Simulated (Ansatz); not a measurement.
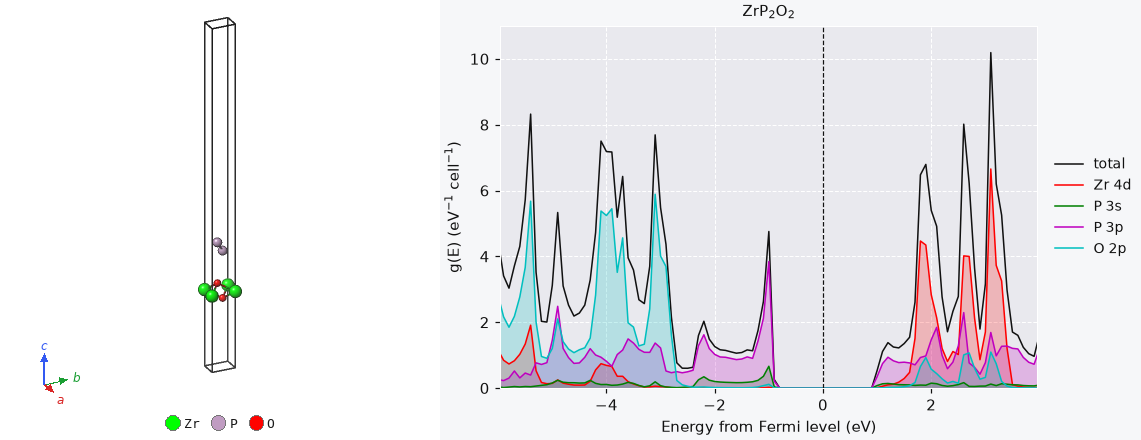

Density of states, beside the structure. Energies are counted from the Fermi level. The partial curves are projected on Löwdin-orthogonalised atomic shells.

System: ZrP2O2 (sheet), 5 atoms in the cell.

Level of theory: DFT PBE+D3(BJ), scalar-relativistic, plane waves, PAW, no spin polarisation, 12×12×1 k mesh, 420 eV cutoff, Gaussian smearing of 0.02 eV; code Ansatz 0.2.0.

Is there a gap at the Fermi level, and how wide?

Answer. There is a gap; over the k points computed it is 1.89 eV.

What is the character of the states on either side of the gap?

Answer. By projected weight, the top eV of the valence band is P 3p (85 %) and P 3s (15 %); the bottom eV of the conduction band is Zr 4d (50 %) and P 3p (35 %).

The structure is an invented one, so it need not be a known or stable phase.
